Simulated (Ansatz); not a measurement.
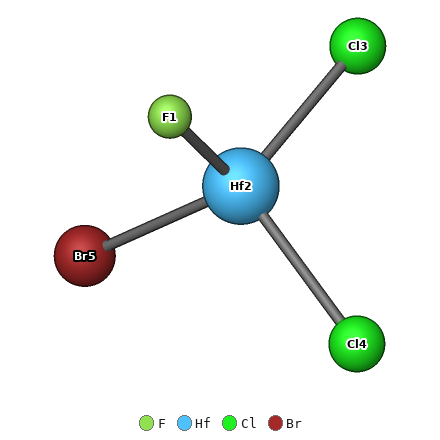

The system is BrCl2FHf, SMILES [F][Hf]([Cl])([Cl])[Br]; the picture shows the reference structure. First axis: bond length F1–Hf2. Second axis: angle Cl4–Hf2–F1. Nothing is relaxed (all other coordinates rigid). The grid has 9 × 9 points. Points are written as (first, second). Energies are in kJ/mol, from the relaxed molecule at the same level. All numbers below come from RHF-MP2, frozen core/def2-SVP in Ansatz.

Its coordinates:

| atom | x (Å) | y (Å) | z (Å) |
| --- | --- | --- | --- |
| F | -0.3520 | -0.3739 | 1.9064 |
| Hf | -0.0066 | -0.0556 | 0.0709 |
| Cl | 1.9660 | -1.1320 | -0.5240 |
| Cl | -1.7707 | -0.8985 | -1.1866 |
| Br | 0.2131 | 2.3862 | -0.3081 |

Range: bond length F1–Hf2 from 1.592 to 2.463 Å; angle Cl4–Hf2–F1 from 84.0 to 134.0°.

### Predict the map.

The lowest grid point is at (1.918 Å, 109.0°), 0.8 kJ/mol from the relaxed molecule at the same level. It is the only kind of minimum in the scanned range. The highest grid point, (1.592 Å, 134.0°), lies 278 kJ/mol above the lowest. Round the minimum the two coordinates are weakly coupled (coupling −0.09 in units of the two stiffnesses).

```tsv
angle Cl4–Hf2–F1 ↓, bond length F1–Hf2 →	1.592	1.701	1.809	1.918	2.027	2.136	2.245	2.354	2.463
134.0	279	121	51	34	50	85	130	181	233
127.7	258	103	34	19	36	72	118	169	222
121.5	242	89	23	9	27	63	110	162	215
115.2	231	80	15	3	22	59	106	158	212
109.0	224	76	12	1	21	59	107	159	213
102.7	222	75	14	3	24	62	110	163	217
96.5	225	80	19	10	31	70	118	170	224
90.2	235	91	31	22	44	82	130	182	236
84.0	253	110	51	41	62	101	148	199	252
```

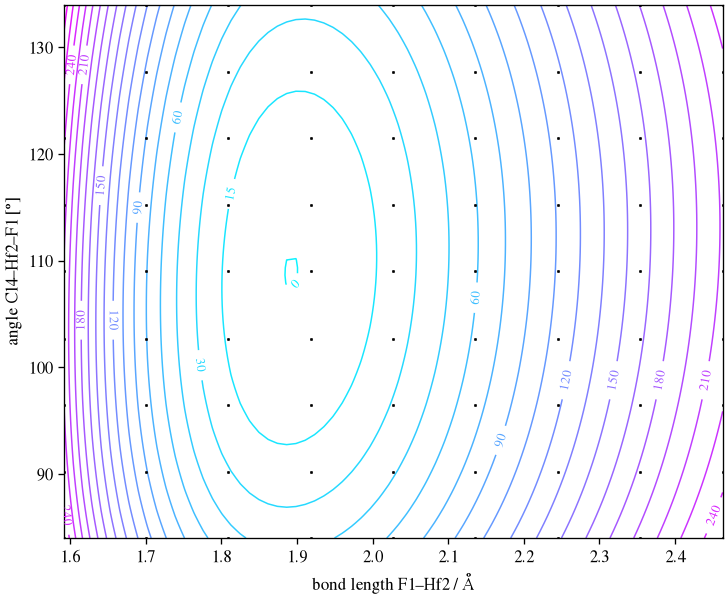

In the figure: contour lines labelled in kJ/mol, dots at the grid points. Between grid points the surface is interpolated.

Time for the 81 points that were run: 18 min on 1 thread of Intel(R) Xeon(R) Platinum 8259CL CPU @ 2.50GHz (Skylake/Cascade Lake) (shared host).
